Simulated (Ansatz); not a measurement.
# GeH4O2: what the fields show

Input file:

```
crystal:
  periodic: [false, false, false]
  atoms:
    - { symbol: Ge, position_ang: [0.106355, -0.004625, 0.108725] }
    - { symbol: H, position_ang: [0.533556, -0.032959, 1.580336] }
    - { symbol: H, position_ang: [1.630473, 0.043634, -0.006028] }
    - { symbol: O, position_ang: [-0.713675, 1.459529, -0.510415] }
    - { symbol: H, position_ang: [-1.623019, 1.215219, -0.769679] }
    - { symbol: O, position_ang: [-0.773227, -1.446103, -0.511859] }
    - { symbol: H, position_ang: [-1.171764, -1.931095, 0.236419] }
basis:
  gaussian: { orbitals: def2-SVP }
hamiltonian:
  xc: pbe
  dispersion: d4
relax:
  f_tol: 0.03
  max_steps: 50
output:
  orbitals: {}
```

Command:

```sh
ansatz run input.yaml --threads 1 --pin off --max-ram 2048MiB --backend cpu --events-out ev --progress --plain --runs-dir out
```

The fields are those of the run's last geometry, not of the input's.

All numbers below come from RKS PBE-D4/def2-SVP (Ansatz 0.2.0).

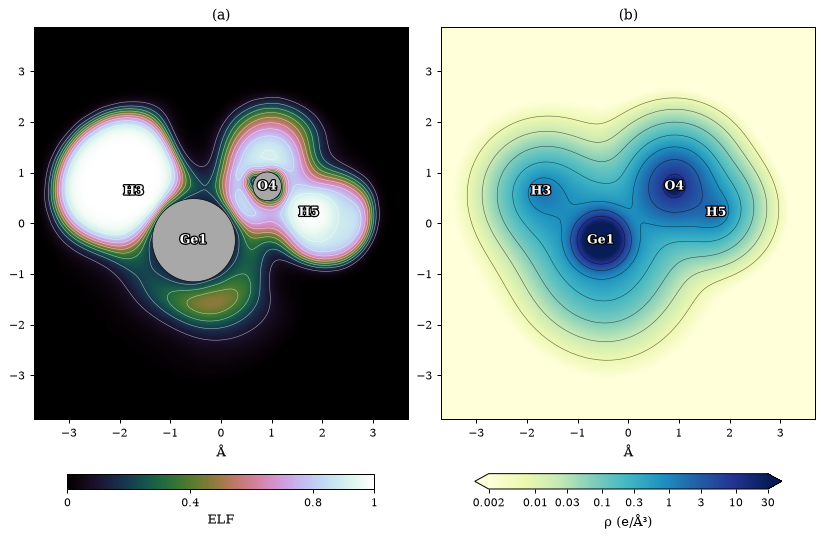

Figure 1. (a) electron localisation function; (b) electron density on the plane of atoms Ge1, O4 and H5. Grey discs cover the atomic cores in the ELF map.

### Describe what can be read from this map.

- The plane passes through Ge, H and O nuclei.
- Ge–O (1.80 Å): the density is about 0.92 e/Å³ at the midpoint; the ELF peaks at about 0.85 in the valence shell of O, 0.6 Å from its nucleus, and is about 0.35 at the midpoint.
- O–H (0.97 Å): ρ is about 3.5 e/Å³ halfway; the ELF climbs to about 1 towards the hydrogen, as it does in any bond to H: a covalent bond by its length.
- Ge–H (1.54 Å): the density is about 1.1 e/Å³ at the midpoint; the ELF climbs to about 1 towards the hydrogen.
- The ELF also peaks beside O4, away from the bonds: lone-pair regions.

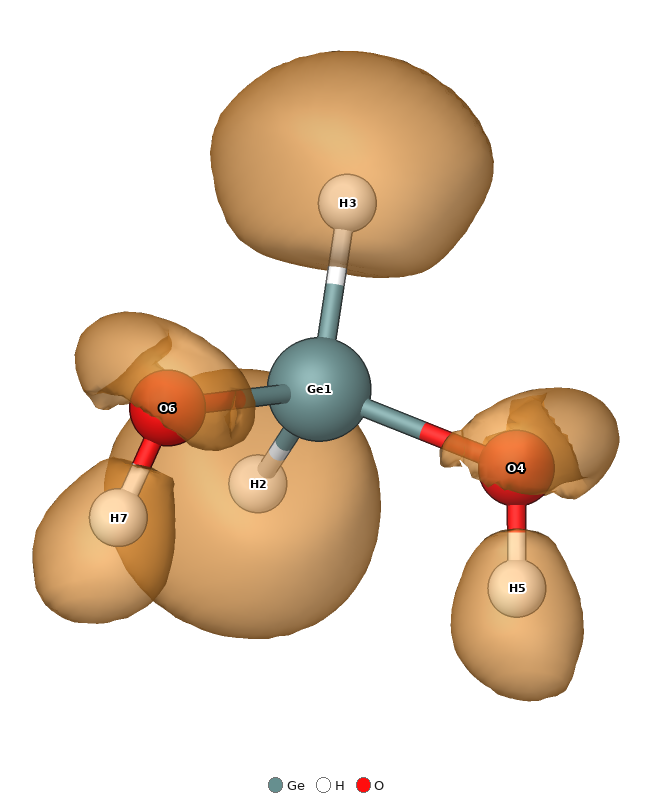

Figure 2. Isosurface of the electron localisation function at 0.85 (orange), seen at a tilt. Core shells and regions of very low density are left out.

### What do the ELF domains correspond to?

The ELF exceeds this value in four regions around hydrogen nuclei and two lobes on O, pointing away from the bonds (lone pairs, which may merge into one lobe).

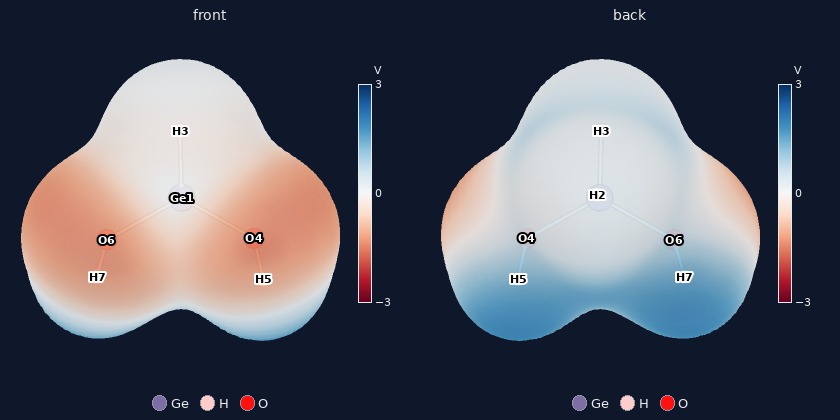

Figure 3. The molecular electrostatic potential painted on the density surface at 0.001 e/bohr³, seen from the front and from behind; red is negative and blue positive.

### Describe the electrostatic potential map.

The most negative region (about −1.4 V) lies over O4 and O6, the most positive (about +2.0 V) over H5 and H7.
